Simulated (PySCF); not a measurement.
The calculation's input:

```
{"job": {"kind": "epr", "basis": "pcH-1"}, "charge": -1, "multiplicity": 2}
C     -2.226424    -1.722069    -0.194119
C     -0.931660    -1.279171    -0.171956
C     -0.501329     0.048707    -0.034043
C     -1.240611     1.245353    -0.033613
C     -0.340828     2.306792     0.051706
C      0.927465     1.789197     0.111149
N      0.862681     0.392612     0.078297
Si     2.184362    -0.669463     0.247533
F      2.604435    -1.567608    -1.082121
H     -3.059240    -1.051173    -0.068882
H     -2.461059    -2.765074    -0.339222
H     -0.149134    -2.026241    -0.271557
H     -2.310567     1.315935    -0.109741
H     -0.587010     3.358254     0.060341
H      1.879252     2.281802     0.191669
H      3.396439     0.136480     0.380145
H      1.946231    -1.782302     1.174504
```

Run with:

```sh
OMP_NUM_THREADS=1 python probes_run.py task.json out
```

Geometry: GFN2-xTB.

All numbers below come from PySCF 2.14.0, density-fitted response routines, UKS B3LYP, pcH-1 on C F H N Si, non-relativistic, mean-field spin-orbit, GIAO.

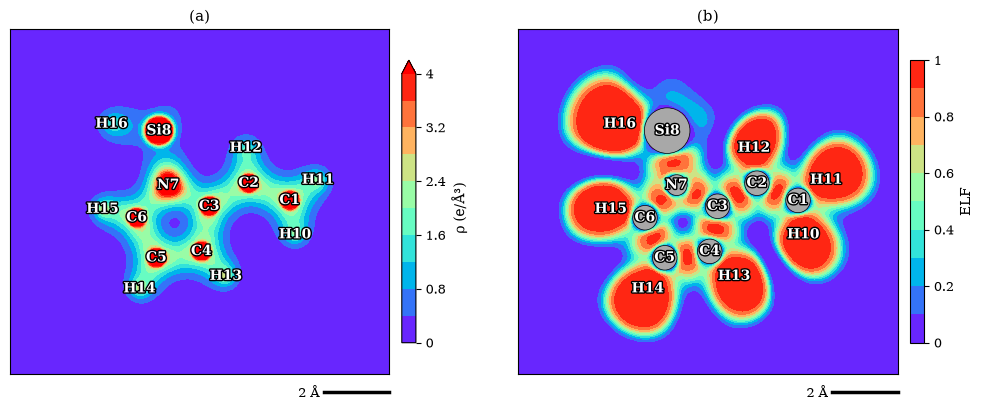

C6H8FNSi (charge −1, doublet). (a) electron density; (b) electron localisation function on the plane of atoms C3, C4 and C5. Grey discs cover the atomic cores in the ELF map.

Q: Interpret the plot.

A:
- Atoms in the plane: C, N, Si and H.
- C–C (1.37 Å): the density is about 2.1 e/Å³ at the midpoint; the ELF peaks at about 0.95 between the atoms, as expected for a covalent bond.
- C–N (1.40 Å): the density is about 2.1 e/Å³ at the midpoint; the ELF peaks at about 0.90 between the atoms: localised, covalent bonding.
- Si–N (1.70 Å): ρ is about 1.1 e/Å³ halfway; the ELF peaks at about 0.90 between the atoms; a shared but strongly polarised pair.
- C–H (1.07 Å): ρ is about 2 e/Å³ halfway; the ELF climbs to about 1 towards the hydrogen, as it does in any bond to H (an ordinary covalent bond to hydrogen).
- Si–H (1.46 Å): ρ at the midpoint is about 0.82 e/Å³; the ELF climbs to about 1 towards the hydrogen.
